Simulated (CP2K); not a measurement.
**AM1 run of Cl2H2OSn (SMILES [OH][SnH]([Cl])[Cl])**

What is the vertical electron affinity of Cl2H2OSn at AM1? 

Program for the calculation: CP2K 2026.2.

**1. The system as given**

Cl2H2OSn: 6 atoms, total charge 0, spin state singlet. SMILES: `[OH][SnH]([Cl])[Cl]`. Geometry: a GFN2-xTB relaxation, a rough one for these elements and not checked as a minimum.

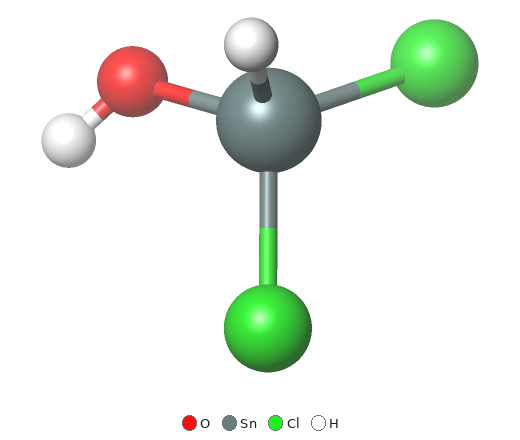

The structure, seen from a chosen angle (oxygen red, tin teal, chlorine green, hydrogen white).

**2. Energy and forces at AM1**

run.inp

```
&GLOBAL
  PROJECT run
  RUN_TYPE ENERGY_FORCE
  PRINT_LEVEL MEDIUM
&END GLOBAL
&FORCE_EVAL
  METHOD QS
  &DFT
    &QS
      METHOD AM1
      EPS_DEFAULT 1.0E-10
      &SE
        &COULOMB
          CUTOFF [angstrom] 50
          RC_RANGE [angstrom] 0
        &END COULOMB
        &EXCHANGE
          CUTOFF [angstrom] 50
          RC_RANGE [angstrom] 0
        &END EXCHANGE
      &END SE
    &END QS
    &POISSON
      PERIODIC NONE
      POISSON_SOLVER ANALYTIC
    &END POISSON
    &SCF
      SCF_GUESS ATOMIC
      EPS_SCF 1.0E-06
      MAX_SCF 100
      ADDED_MOS 2
      &DIAGONALIZATION
        ALGORITHM STANDARD
      &END DIAGONALIZATION
      &MIXING
        METHOD DIRECT_P_MIXING
        ALPHA 0.4
      &END MIXING
    &END SCF
    &PRINT
      &MOMENTS
        PERIODIC F
        REFERENCE COM
        MAX_MOMENT 1
      &END MOMENTS
      &MO ON
        ENERGIES T
        OCCUPATION_NUMBERS T
        NDIGITS 6
        &EACH
          QS_SCF 0
        &END EACH
        ADD_LAST NUMERIC
      &END MO
      &HIRSHFELD OFF
      &END HIRSHFELD
    &END PRINT
  &END DFT
  &SUBSYS
    &CELL
      ABC 19.7 19 19.4
      PERIODIC NONE
    &END CELL
    &COORD
      O      0.321250     1.025870    -1.089970
      Sn     0.105510    -0.169060     0.442320
      Cl     1.754400    -1.702570     0.173150
      Cl    -1.921080    -1.199860     0.121360
      H     -0.482040     1.304910    -1.529440
      H      0.221960     0.740720     1.882590
    &END COORD
    &TOPOLOGY
      &CENTER_COORDINATES
      &END CENTER_COORDINATES
    &END TOPOLOGY
  &END SUBSYS
  &PRINT
    &FORCES ON
    &END FORCES
  &END PRINT
&END FORCE_EVAL
```

Launch:

```sh
$ OMP_NUM_THREADS=1 cp2k.psmp -i run.inp -o run.out
```

Standard output:

```text
CP2K| version string:                                       CP2K version 2026.2
 CP2K| Input file name                                                   run.inp

 GLOBAL| Basis set file name                                           BASIS_SET
 GLOBAL| Potential file name                                           POTENTIAL
 GLOBAL| Coordinate file name                                      __STD_INPUT__
 GLOBAL| Method name                                                        CP2K
 GLOBAL| Project name                                                        run
 GLOBAL| Run type                                                   ENERGY_FORCE
 GLOBAL| FFT library                                                       FFTW3
 GLOBAL| Diagonalization library                                       ScaLAPACK
 GLOBAL| Global print level                                               MEDIUM
 GLOBAL| Total number of message passing processes                             1
 GLOBAL| Number of threads for this process                                    1
 GLOBAL| CPU model name                                                  UNKNOWN

[... 154 lines left out ...]
  Step     Update method      Time    Convergence         Total energy    Change
[... 19 lines left out ...]
  *** SCF run converged in    17 steps ***
[... 6 lines left out ...]
  Total energy [eV]:                                        -1180.67232650592314
[... 2 lines left out ...]
  Heat of formation [kcal/mol]:                               -91.03757601859390
[... 24 lines left out ...]
 SE_DIPOLE| Dipole type                                             non-periodic
 SE_DIPOLE| Moment [a.u.]           0.32089631      -0.72855602      -0.73242268
 SE_DIPOLE| Moment [Debye]          0.81563698      -1.85180451      -1.86163258
 SE_DIPOLE| Derivative [a.u.]       0.00000000       0.00000000       0.00000000
[... 45 lines left out ...]
 -------------------------------------------------------------------------------
```

It took 0.45 s on 1 thread of Arm Neoverse N1, shared host; peak memory 0.14 GiB.

**3. The doublet anion at the same level**

qs.inp

```
&FORCE_EVAL
  METHOD QS
  &DFT
    CHARGE -1
    MULTIPLICITY 2
    UKS T
    ! Quickstep
    &QS
      METHOD AM1
      EPS_DEFAULT 1.0E-10
      &SE
        &COULOMB
          CUTOFF [angstrom] 50
          RC_RANGE [angstrom] 0
        &END
        &EXCHANGE
          CUTOFF [angstrom] 50
          RC_RANGE [angstrom] 0
        &END
      &END
    &END
    ! no periodic images
    &POISSON
      PERIODIC NONE
      POISSON_SOLVER ANALYTIC
    &END
    ! SCF settings
    &SCF
      SCF_GUESS ATOMIC
      EPS_SCF 1.0E-06
      MAX_SCF 50
      &OT
        MINIMIZER DIIS
        PRECONDITIONER FULL_SINGLE_INVERSE
      &END
      &OUTER_SCF
        EPS_SCF 1.0E-06
        MAX_SCF 8
      &END
    &END
    &PRINT
      &MOMENTS
        PERIODIC F
        REFERENCE COM
        MAX_MOMENT 1
      &END
      &MO_CUBES
        NLUMO 3
        NHOMO -1
        WRITE_CUBE F
      &END
      &HIRSHFELD OFF
      &END
    &END
  &END
  ! atoms, cell and kinds
  &SUBSYS
    &CELL
      ABC 19.7 19 19.4
      PERIODIC NONE
    &END
    &COORD
      O      0.321250     1.025870    -1.089970
      Sn     0.105510    -0.169060     0.442320
      Cl     1.754400    -1.702570     0.173150
      Cl    -1.921080    -1.199860     0.121360
      H     -0.482040     1.304910    -1.529440
      H      0.221960     0.740720     1.882590
    &END
    &TOPOLOGY
      &CENTER_COORDINATES
      &END
    &END
  &END
  ! extra output
  &PRINT
    &FORCES ON
    &END
  &END
&END
&GLOBAL
  PROJECT qs
  RUN_TYPE ENERGY_FORCE
  PRINT_LEVEL MEDIUM
&END
```

Launch:

```sh
$ OMP_NUM_THREADS=1 cp2k.psmp -i qs.inp -o qs.out
```

Standard output:

```text
CP2K| version string:                                       CP2K version 2026.2
 CP2K| Input file name                                                    qs.inp

 GLOBAL| Basis set file name                                           BASIS_SET
 GLOBAL| Potential file name                                           POTENTIAL
 GLOBAL| Coordinate file name                                      __STD_INPUT__
 GLOBAL| Method name                                                        CP2K
 GLOBAL| Project name                                                         qs
 GLOBAL| Run type                                                   ENERGY_FORCE
 GLOBAL| FFT library                                                       FFTW3
 GLOBAL| Diagonalization library                                       ScaLAPACK
 GLOBAL| Global print level                                               MEDIUM
 GLOBAL| Total number of message passing processes                             1
 GLOBAL| Number of threads for this process                                    1
 GLOBAL| CPU model name                                                  UNKNOWN

[... 176 lines left out ...]
  Step     Update method      Time    Convergence         Total energy    Change
[... 17 lines left out ...]
  Heat of formation [kcal/mol]:                              -107.48948337501290
[... 15 lines left out ...]
  Step     Update method      Time    Convergence         Total energy    Change
[... 14 lines left out ...]
  Total energy [eV]:                                        -1183.32361818223217
[... 4 lines left out ...]
  outer SCF iter =    2 RMS gradient =   0.89E-06 energy =        -43.4863447012
[... 13 lines left out ...]
 SE_DIPOLE| Dipole type                                             non-periodic
[... 1 line left out ...]
 SE_DIPOLE| Moment [Debye]          0.78987198      -1.75540795      -0.79678102
[... 2 lines left out ...]
 *** WARNING in qs_scf_post_se.F:140 :: Printing of MO cube files not ***
[... 46 lines left out ...]
 -------------------------------------------------------------------------------
```

Run time: 2.2 s. Hardware: 1 thread of Arm Neoverse N1, shared host; peak memory 0.14 GiB.

**4. Results**

At AM1:

```
                                         quantity            value
                   singlet Cl2H2OSn: total energy     -43.38891 Eh
                  singlet Cl2H2OSn: dipole moment           2.75 D
                    singlet Cl2H2OSn: HOMO energy        -11.71 eV
                    singlet Cl2H2OSn: LUMO energy         -2.33 eV
                  singlet Cl2H2OSn: HOMO–LUMO gap          9.39 eV
              singlet Cl2H2OSn: heat of formation   -91.0 kcal/mol
       singlet Cl2H2OSn: largest force on an atom       2.604 eV/Å
                      doublet anion: total energy     -43.48634 Eh
                 doublet anion: heat of formation  -152.2 kcal/mol
          doublet anion: largest force on an atom       3.965 eV/Å
vertical electron affinity (to the doublet anion)         2.651 eV
```

**Reading.** At fixed nuclei the extra electron is bound by 2.65 eV (61 kcal/mol). The largest force (singlet Cl2H2OSn) is 2.60 eV/Å: the shape isn't a stationary point for this species at this level. Mulliken charges (singlet Cl2H2OSn) run from -0.59 on O1 to +1.14 on Sn2.
